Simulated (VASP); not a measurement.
Band structure of Sn$_{2}$PbSe$_{3}$ (space group P-3m1). Computed with r2SCAN meta-GGA, VASP's PBE PAW potentials (set 64) (plane waves; VASP).

Unless said otherwise, spin-orbit coupling is left out, though it shifts the bands of the heavy elements here.

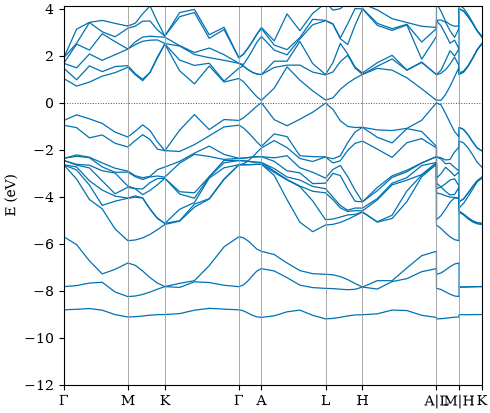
Figure: Bands along high-symmetry lines, zero at the valence-band maximum or, without a gap, the Fermi level

Read the plot: is there a gap, and where are the band edges?

The gap is direct, 0.10 eV, from the valence maximum at A to the conduction minimum at A.

The structure comes from a computed database's Sn2PbSe3 entry (P-3m1); how it stands against other phases isn't given here. It was relaxed first.
